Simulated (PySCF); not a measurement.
# C₄H₇BF₂O₂: a tour of settings, part 2 of 2

PySCF 2.14.0. Atoms count from 0. Earlier steps stand in the parts before.

### Step 4. Spin-spin couplings: HCTH407/MINI

What the job is given:

```
{"job": {"kind": "j", "xc": "HCTH407", "basis": "MINI", "scf": {"damp": 0.1}}, "charge": 0, "multiplicity": 1}
F     -2.077358    -1.852011    -0.154520
C     -1.989482    -0.506623    -0.304354
F     -3.060193     0.008131     0.335320
C     -0.680733     0.021521     0.299730
C      0.507582    -0.855713    -0.104197
C      1.787709    -0.187646     0.395945
O      1.865034     1.161541    -0.018834
B      0.741923     1.852996    -0.283514
O     -0.512075     1.345397    -0.152722
H     -2.081672    -0.269213    -1.374277
H     -0.794551     0.028872     1.394121
H      0.538560    -0.920023    -1.194625
H      0.406551    -1.856755     0.312030
H      1.831983    -0.218680     1.491910
H      2.669863    -0.698009    -0.003146
H      0.839261     2.955159    -0.650277
```

Level: HCTH407/MINI indirect spin-spin coupling, non-relativistic, gas phase.

The log of the run:

```text
damping 0.10 in the first 6 cycles
final grid: 139272 points
cycle   1  E = -527.5189130442  dE =  1.599e+00  |g| = 7.749e-01  |ddm| = 6.059e+00
cycle   2  E = -527.4335997852  dE =  8.531e-02  |g| = 9.922e-01  |ddm| = 2.681e+00
cycle   3  E = -527.3859595517  dE =  4.764e-02  |g| = 1.012e+00  |ddm| = 2.958e+00
cycle   4  E = -527.0576895519  dE =  3.283e-01  |g| = 1.538e+00  |ddm| = 3.698e+00
cycle   5  E = -526.9853973176  dE =  7.229e-02  |g| = 1.444e+00  |ddm| = 4.430e+00
cycle   6  E = -520.2872750855  dE =  6.698e+00  |g| = 4.610e+00  |ddm| = 9.767e+00
cycle   7  E = -485.4105128305  dE =  3.488e+01  |g| = 5.807e+00  |ddm| = 2.046e+01
cycle   8  E = -503.7195620352  dE = -1.831e+01  |g| = 5.145e+00  |ddm| = 2.385e+01
cycle   9  E = -526.7997403157  dE = -2.308e+01  |g| = 1.414e+00  |ddm| = 1.524e+01
cycle  10  E = -527.5029762180  dE = -7.032e-01  |g| = 8.247e-01  |ddm| = 4.142e+00
cycle  11  E = -527.7013813175  dE = -1.984e-01  |g| = 2.638e-01  |ddm| = 1.428e+00
cycle  12  E = -527.7208708311  dE = -1.949e-02  |g| = 1.038e-01  |ddm| = 5.525e-01
cycle  13  E = -527.7233750713  dE = -2.504e-03  |g| = 4.917e-02  |ddm| = 2.107e-01
cycle  14  E = -527.7241789956  dE = -8.039e-04  |g| = 1.051e-02  |ddm| = 8.084e-02
cycle  15  E = -527.7242046267  dE = -2.563e-05  |g| = 6.255e-03  |ddm| = 1.933e-02
cycle  16  E = -527.7242181840  dE = -1.356e-05  |g| = 2.113e-03  |ddm| = 1.493e-02
cycle  17  E = -527.7242197722  dE = -1.588e-06  |g| = 2.894e-04  |ddm| = 4.421e-03
cycle  18  E = -527.7242198032  dE = -3.098e-08  |g| = 5.474e-05  |ddm| = 6.708e-04
cycle  19  E = -527.7242198040  dE = -8.665e-10  |g| = 2.849e-05  |ddm| = 1.601e-04
converged SCF energy = -527.7242198040

Indirect spin-spin couplings (Hz)
  i      j    bonds     total        FC       PSO       DSO        SD
  0 F    1 C    1   -343.407  -315.906   -31.908     1.442     2.966
  0 F    2 F    2    412.283   -34.854   291.333     0.115   155.689
  0 F    3 C    2      9.634     9.700    -1.495     0.237     1.191
  0 F    4 C    3      0.702     0.669    -0.161     0.222    -0.029
  0 F    5 C    4      0.916     0.861     0.179    -0.115    -0.009
  0 F    7 B    4      0.403     0.257     0.422    -0.323     0.047
  0 F    8 O    3      1.350     2.289     0.127     0.123    -1.189
  0 F    9 H    2     24.387    20.702     7.196    -0.075    -3.435
  0 F   10 H    3      0.652    -1.175     2.238     0.083    -0.494
  0 F   11 H    4      1.669    -0.040     1.464     0.456    -0.212
  0 F   12 H    4     -1.461    -1.581    -1.316     1.418     0.019
  1 C    2 F    1   -348.140  -317.837   -34.210     1.440     2.468
  1 C    7 B    3      1.379     1.414     0.015    -0.051    -0.000
  1 C    9 H    1     84.851    83.069    -0.063     1.845         -
  1 C   10 H    2     -3.678    -4.037     0.024     0.336         -
  1 C   11 H    3      1.247     0.882     0.014     0.351         -
  1 C   12 H    3      0.210     0.093    -0.038     0.154         -
  1 C   13 H    4     -0.233    -0.168     0.066    -0.131         -
  1 C   14 H    4      0.554     0.676     0.080    -0.203         -
  1 C   15 H    4     -0.427    -0.322     0.053    -0.158         -
  2 F    3 C    2     14.166    10.473     1.383     0.224     2.086
  2 F    4 C    3     -1.693    -1.713     0.079    -0.226     0.167
  2 F    5 C    4     -0.219    -0.276     0.026    -0.202     0.234
  2 F    8 O    3      1.027     0.348     0.604    -0.062     0.137
  2 F    9 H    2     24.354    21.228     6.601    -0.084    -3.390
  2 F   10 H    3      1.562    -0.508     1.824     0.837    -0.592
  2 F   11 H    4      0.633    -0.312     1.901    -1.011     0.055
  2 F   12 H    4      0.252    -0.406     1.821    -0.898    -0.264
  2 F   13 H    5      0.267     0.015     0.825    -0.573    -0.000
  2 F   14 H    5      0.318     0.396     0.880    -1.012     0.054
  3 C    7 B    2     -1.518    -1.494    -0.006     0.002    -0.019
  3 C    9 H    2      0.329     0.162    -0.042     0.209         -
  3 C   10 H    1     75.448    73.912    -0.149     1.685         -
  3 C   11 H    2     -3.222    -3.382    -0.082     0.242         -
  3 C   12 H    2     -2.154    -2.320    -0.035     0.201         -
  3 C   13 H    3      0.949     0.761    -0.020     0.207         -
  3 C   14 H    3      2.933     3.165     0.065    -0.297         -
  3 C   15 H    3      3.372     3.755    -0.017    -0.366         -
  4 C    7 B    3      2.259     2.344    -0.106     0.039    -0.018
  4 C    9 H    3      0.093     0.001     0.007     0.085         -
  4 C   10 H    2     -2.388    -2.420    -0.106     0.137         -
  4 C   11 H    1     70.448    69.089     0.039     1.321         -
  4 C   12 H    1     71.156    69.866     0.013     1.277         -
  4 C   13 H    2     -2.654    -2.599    -0.094     0.039         -
  4 C   14 H    2     -2.113    -2.026    -0.098     0.012         -
  4 C   15 H    4     -0.934    -0.640    -0.003    -0.291         -
  5 C    7 B    2     -1.578    -1.497    -0.021    -0.045    -0.016
  5 C   10 H    3      0.921     0.807    -0.060     0.174         -
  5 C   11 H    2     -3.464    -3.435    -0.115     0.086         -
  5 C   12 H    2     -2.331    -2.355    -0.027     0.051         -
  5 C   13 H    1     74.022    72.993    -0.235     1.264         -
  5 C   14 H    1     75.585    74.517    -0.142     1.210         -
  5 C   15 H    3      3.385     3.857    -0.027    -0.445         -
  6 O    7 B    1      6.652     3.279     3.874    -0.201    -0.300
  6 O    9 H    5      0.199     0.022     0.098     0.078         -
  6 O   10 H    4      0.257    -0.024     0.249     0.032         -
  6 O   11 H    3      0.022     0.001     0.058    -0.037         -
  6 O   12 H    3      0.818     0.421     0.189     0.208         -
  6 O   13 H    2     -1.543    -1.026    -0.518     0.001         -
  6 O   14 H    2     -4.711    -3.970    -0.736    -0.005         -
  6 O   15 H    2    -15.483   -16.072     0.574     0.015         -
  7 B    8 O    1      7.599     4.239     3.793    -0.212    -0.221
  7 B    9 H    4     -0.234    -0.092    -0.016    -0.134     0.008
  7 B   10 H    3      0.492     0.806    -0.100    -0.190    -0.025
  7 B   12 H    4     -1.107    -0.597     0.006    -0.501    -0.015
  7 B   13 H    3      0.537     0.960    -0.089    -0.310    -0.024
  7 B   14 H    3      1.446     2.036     0.034    -0.647     0.022
  7 B   15 H    1    107.414   105.740    -0.239     1.642     0.271
  8 O    9 H    3      0.126     0.417    -0.122    -0.168         -
  8 O   10 H    2     -1.804    -1.297    -0.432    -0.075         -
  8 O   11 H    3     -0.031    -0.028     0.064    -0.067         -
  8 O   12 H    3      1.105     0.714     0.187     0.204         -
  8 O   13 H    4      0.275    -0.030     0.248     0.057         -
  8 O   14 H    4      0.377    -0.059     0.238     0.199         -
  8 O   15 H    2    -15.939   -16.477     0.558    -0.019         -
  9 H   10 H    3      3.083     4.707     0.574    -2.198         -
  9 H   11 H    4      1.457     0.148    -0.300     1.609         -
  9 H   12 H    4     -0.522     0.051     0.198    -0.772         -
  9 H   13 H    5     -0.841    -0.005     0.302    -1.137         -
  9 H   14 H    5     -0.557     0.028     0.213    -0.797         -
  9 H   15 H    5     -0.289     0.038     0.046    -0.372         -
 10 H   11 H    3      4.234     5.858     0.536    -2.161         -
 10 H   12 H    3      1.460     1.023    -0.083     0.520         -
 10 H   13 H    4      1.284     0.005    -0.392     1.671         -
 10 H   14 H    4     -1.171    -0.182     0.313    -1.302         -
 10 H   15 H    4     -1.888    -0.818     0.164    -1.233         -
 11 H   12 H    2     -8.993    -8.315     0.471    -1.149         -
 11 H   13 H    3      4.272     6.057     0.512    -2.297         -
 11 H   14 H    3      2.041     1.834    -0.083     0.290         -
 11 H   15 H    5     -0.503     0.124     0.087    -0.714         -
 12 H   13 H    3      1.359     1.149    -0.056     0.266         -
 12 H   14 H    3      0.392     0.542     0.048    -0.198         -
 13 H   14 H    2     -8.873    -7.894     0.444    -1.423         -
 13 H   15 H    4     -2.101    -0.870     0.182    -1.414         -
 14 H   15 H    4     -2.050    -0.699     0.199    -1.551         -
```

Run time: 11 s. Hardware: 1 thread of Arm Neoverse V2, shared host; peak memory 0.43 GiB.

This basis has no tight s functions, so the Fermi-contact terms are rough.

A choice of the couplings up to four bonds, sorted by the number of bonds; isotopes 11B, 13C, 19F, 1H, 17O:

```tsv
pair	bonds	J (Hz)	Fermi contact (Hz)	dihedral (°)
C1–F2	1	-348.1	-317.8	–
F0–C1	1	-343.4	-315.9	–
B7–H15	1	107.4	105.7	–
C1–H9	1	84.9	83.1	–
C5–H14	1	75.6	74.5	–
C3–H10	1	75.4	73.9	–
C5–H13	1	74.0	73.0	–
C4–H12	1	71.2	69.9	–
C4–H11	1	70.4	69.1	–
F0–F2	2	412.3	-34.9	–
F0–H9	2	24.4	20.7	–
F2–H9	2	24.4	21.2	–
O8–H15	2	-15.9	-16.5	–
O6–H15	2	-15.5	-16.1	–
F2–C3	2	14.2	10.5	–
F0–C3	2	9.6	9.7	–
H11–H12	2	-9.0	-8.3	–
H13–H14	2	-8.9	-7.9	–
H11–H13	3	4.3	6.1	-173
H10–H11	3	4.2	5.9	175
C5–H15	3	3.4	3.9	-178
C3–H15	3	3.4	3.8	-179
H9–H10	3	3.1	4.7	163
C3–H14	3	2.9	3.2	-171
C4–B7	3	2.3	2.3	–
H11–H14	3	2.0	1.8	-53
F2–C4	3	-1.7	-1.7	162
H13–H15	4	-2.1	-0.9	–
H14–H15	4	-2.0	-0.7	–
H10–H15	4	-1.9	-0.8	–
F0–H11	4	1.7	0.0	–
F0–H12	4	-1.5	-1.6	–
H9–H11	4	1.5	0.1	–
H10–H13	4	1.3	0.0	–
H10–H14	4	-1.2	-0.2	–
B7–H12	4	-1.1	-0.6	–
```

The spin-dipole term was solved for some atoms only; pairs without it lack that part.

The response was solved for the nuclei of B, F, H alone, so couplings that need other nuclei can be missing.

Quadrupole couplings from the field gradients of the same density:

```tsv
atom	isotope	eQq/h (MHz)	η
O8	17O	-13.3	0.05
O6	17O	-13.1	0.11
B7	11B	1.274	0.96
```

Joined with the shifts from before (PBE0/pcSseg-1, unscaled), the couplings predict the line list below for 300 MHz. Couplings to quadrupolar nuclei are left out.

1H NMR δ 5.90 (tdd, J = 24.4, 3.1, 1.5 Hz, 1H), 4.38 (m, 1H), 4.31 (m, 1H), 4.26 (m, 1H), 4.01 (br, 1H), 2.01 (ddt, J = 9.0, 1.5, 1.4 Hz, 1H), 1.69 (m, 1H).

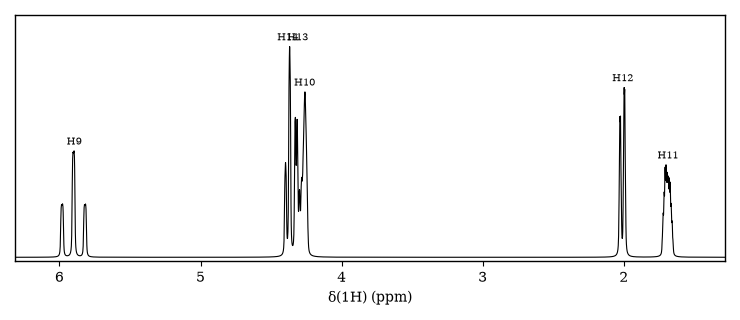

Simulated proton spectrum at 300 MHz, by exact diagonalisation of each spin system; lines 1.2 Hz wide, exchangeable protons uncoupled, protons on B, Al or Ga left out.

### Step 5. TDDFT and polarisability: HSE06/3-21G

The job, as its differences from that of step 4:

```diff
@@ -1,2 +1,2 @@
-{"job": {"kind": "j", "xc": "HCTH407", "basis": "MINI", "scf": {"damp": 0.1}}, "charge": 0, "multiplicity": 1}
+{"job": {"kind": "uv", "xc": "HSE06", "basis": "3-21G", "nstates": 12, "ntriplets": 0, "tda": true, "scf": {"guess": "vsap"}}, "charge": 0, "multiplicity": 1}
 F     -2.077358    -1.852011    -0.154520
```

With the program's defaults for keys left out, this is: TDA HSE06/3-21G, vertical, gas phase, core orbitals frozen in the response.

The log of the run:

```text
final grid: 139272 points
cycle   1  E = -526.8303989083  dE =  1.525e-01  |g| = 2.411e+00  |ddm| = 6.113e+00
cycle   2  E = -521.8665701979  dE =  4.964e+00  |g| = 4.984e+00  |ddm| = 9.269e+00
cycle   3  E = -528.0788392170  dE = -6.212e+00  |g| = 1.089e+00  |ddm| = 7.534e+00
cycle   4  E = -528.2803562953  dE = -2.015e-01  |g| = 2.296e-01  |ddm| = 1.101e+00
cycle   5  E = -528.2836818095  dE = -3.326e-03  |g| = 2.043e-01  |ddm| = 4.317e-01
cycle   6  E = -528.2913912931  dE = -7.709e-03  |g| = 3.267e-02  |ddm| = 1.756e-01
cycle   7  E = -528.2915798196  dE = -1.885e-04  |g| = 1.220e-02  |ddm| = 3.987e-02
cycle   8  E = -528.2916075280  dE = -2.771e-05  |g| = 2.478e-03  |ddm| = 1.164e-02
cycle   9  E = -528.2916089287  dE = -1.401e-06  |g| = 5.376e-04  |ddm| = 3.250e-03
cycle  10  E = -528.2916089830  dE = -5.430e-08  |g| = 1.812e-04  |ddm| = 6.478e-04
cycle  11  E = -528.2916089906  dE = -7.579e-09  |g| = 4.486e-05  |ddm| = 2.036e-04
cycle  12  E = -528.2916089909  dE = -3.083e-10  |g| = 1.573e-05  |ddm| = 4.979e-05
converged SCF energy = -528.2916089909

Static polarisability (au): isotropic 51.369, principal 42.800 54.867 56.438

Singlet excitations
state   eV       nm        f      main configurations
  1   8.0143    154.7   0.00830   H-1->L 0.56, H->L 0.40
  2   8.6735    142.9   0.09499   H->L 0.54, H-1->L 0.38
  3   8.9903    137.9   0.02887   H-2->L 0.96
  4   9.5068    130.4   0.06322   H-3->L 0.86
  5   9.5229    130.2   0.02355   H->L+1 0.94
  6   9.7762    126.8   0.01648   H-1->L+1 0.92
  7   9.9800    124.2   0.08507   H-4->L 0.78
  8  10.1067    122.7   0.01529   H->L+2 0.78, H-3->L+1 0.08
  9  10.4106    119.1   0.01443   H-1->L+2 0.47, H->L+3 0.23
 10  10.4991    118.1   0.02316   H->L+3 0.29, H-1->L+2 0.26, H->L+4 0.21
 11  10.5422    117.6   0.01269   H-6->L 0.40, H-5->L 0.16, H-8->L 0.12
 12  10.6291    116.6   0.01136   H-3->L+1 0.54, H->L+4 0.14, H->L+2 0.09
```

Wall time 15 s (1 thread of Arm Neoverse V2, shared host); peak memory 0.58 GiB.

In short: HOMO -7.93 eV, LUMO 0.84 eV; lowest singlet 8.01 eV.

### Step 6. TDDFT and polarisability: HCTH407/6-31G

The job, as its differences from that of step 5:

```diff
@@ -1,2 +1,2 @@
-{"job": {"kind": "uv", "xc": "HSE06", "basis": "3-21G", "nstates": 12, "ntriplets": 0, "tda": true, "scf": {"guess": "vsap"}}, "charge": 0, "multiplicity": 1}
+{"job": {"kind": "uv", "xc": "HCTH407", "basis": "6-31G", "nstates": 1, "ntriplets": 5, "tda": true, "scf": {"level_shift": 0.3}}, "charge": 0, "multiplicity": 1}
 F     -2.077358    -1.852011    -0.154520
```

With the program's defaults for keys left out, this is: TDA HCTH407/6-31G, vertical, gas phase, core orbitals frozen in the response.

The log of the run:

```text
final grid: 139272 points
cycle   1  E = -531.1227873048  dE =  1.464e+00  |g| = 1.211e+00  |ddm| = 3.740e+00
cycle   2  E = -531.0999080564  dE =  2.288e-02  |g| = 1.407e+00  |ddm| = 2.105e+00
cycle   3  E = -531.4085121284  dE = -3.086e-01  |g| = 3.786e-01  |ddm| = 6.403e-01
cycle   4  E = -531.4354702620  dE = -2.696e-02  |g| = 9.230e-02  |ddm| = 2.662e-01
cycle   5  E = -531.4371566473  dE = -1.686e-03  |g| = 1.719e-02  |ddm| = 1.014e-01
cycle   6  E = -531.4372333373  dE = -7.669e-05  |g| = 5.387e-03  |ddm| = 2.659e-02
cycle   7  E = -531.4372428921  dE = -9.555e-06  |g| = 1.327e-03  |ddm| = 7.608e-03
cycle   8  E = -531.4372437465  dE = -8.543e-07  |g| = 6.544e-04  |ddm| = 2.941e-03
cycle   9  E = -531.4372439086  dE = -1.621e-07  |g| = 2.746e-04  |ddm| = 1.140e-03
cycle  10  E = -531.4372439389  dE = -3.027e-08  |g| = 8.861e-05  |ddm| = 5.007e-04
cycle  11  E = -531.4372439434  dE = -4.502e-09  |g| = 4.099e-05  |ddm| = 2.101e-04
cycle  12  E = -531.4372439444  dE = -9.989e-10  |g| = 1.771e-05  |ddm| = 8.937e-05
level shift removed, Fock matrix diagonalised once more
converged SCF energy = -531.4372439444

Static polarisability (au): isotropic 55.017, principal 45.259 59.039 60.754

Singlet excitations
state   eV       nm        f      main configurations
  1   7.2468    171.1   0.00653   H->L 0.56, H-1->L 0.43

Triplet excitations (Tamm-Dancoff, eV): 6.7643 7.0796 7.6086 7.7410 8.1923
```

It took 15 s on 1 thread of Arm Neoverse V2, shared host; peak memory 0.49 GiB.

Key values: HOMO -7.21 eV, LUMO -0.14 eV; lowest singlet 7.25 eV.

### Step 7. Run by run: electronic excitations

Excitations and ground-state properties, with basis size and wall time:

```tsv
run	lowest singlet (eV)	brightest (eV)	f	gap (eV)	α (Å³)	μ (D)	functions	time
PBE0/def2-SVPD	7.86	8.67	0.027	9.14	9.85	2.42	248	55 s
HSE06/3-21G	8.01	8.67	0.095	8.77	7.61	2.72	95	15 s
HCTH407/6-31G	7.25	7.25	0.007	7.06	8.15	2.66	95	15 s
```

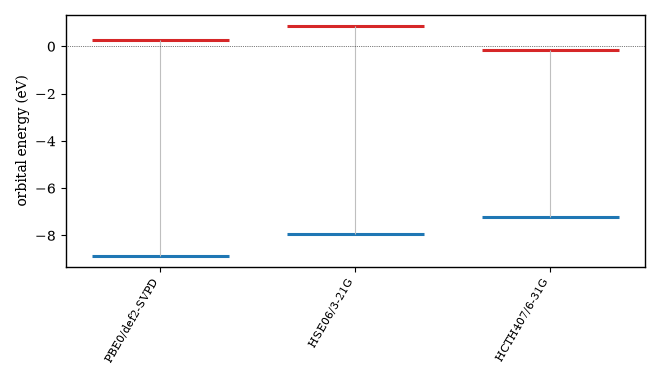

HOMO (blue) and LUMO (red) run by run.

### Step 8. Results

The summary covers parts 1 to 2.

| quantity | value |
| --- | --- |
| 13C shifts against TMS (PBE0/pcSseg-1) | 125.0, 75.8, 64.1, 31.7 ppm |
| 1H shifts against TMS (PBE0/pcSseg-1) | 5.90, 4.38, 4.31, 4.26, 4.01, 2.01, 1.69 ppm |
| 19F shifts against CFCl3 (PBE0/pcSseg-1) | -138.3, -149.7 ppm |
| 17O shifts against H2O (PBE0/pcSseg-1) | 135.5, 130.4 ppm |
| 11B shifts against BF3·OEt2 (PBE0/pcSseg-1) | 23.0 ppm |
| surface potential, 1st and 99th percentile | -1.17 V and 1.25 V |
| lowest singlet (PBE0/def2-SVPD) | 7.86 eV (158 nm), f = 0.009 |
| brightest single state of those computed | state 5, 8.67 eV, f = 0.027 |
| lowest triplet | 7.19 eV |
| largest coupling of the table (HCTH407/MINI) | 2J(F,F) F0–F2, 412.3 Hz |
| range of the lowest singlet | 7.25 to 8.01 eV |
| property runs in this session | 5, of which 0 failed and 1 gave unsound results |

Single values in the summary come from the first run of each kind that ended normally (PBE0/pcSseg-1; PBE0/def2-SVPD; HCTH407/MINI), which need not be the best level. A minimal basis gives no usable values, so read them as a test of settings alone. The most deshielded hydrogen is H9 (hydrogen on an sp3 CH bonded to 2 F), at 5.90 ppm: its carbon carries F, which withdraws density. At PBE0/pcSseg-1: Shielding is most anisotropic at O6 (span 271 ppm, paramagnetic term -187 ppm). The lowest singlet, at 7.86 eV, is HOMO→LUMO 0.74, HOMO−1→LUMO 0.08 and is weak; of the 6 states computed, the strongest absorption comes from state 5 at 8.67 eV. The lowest triplet lies 0.67 eV below the lowest singlet (triplets in Tamm-Dancoff, singlets in full TDDFT). Of the pairs tabulated at HCTH407/MINI, F0–F2 couples most strongly (412.3 Hz; Fermi contact -34.9 Hz). Couplings across rotatable bonds belong to this one conformer; where others are populated, the observed values are averages. Density functionals describe couplings to fluorine poorly, F–F couplings above all, so those rows are rough. The lowest singlet runs from 7.25 eV (HCTH407/6-31G) to 8.01 eV (HSE06/3-21G), while the orbital gap spans 7.06 to 9.14 eV. The lowest state need not be the same one in every run. The runs solved for a few states only, so the brightest column depends on that window. Couplings from bases without tight functions are rough.
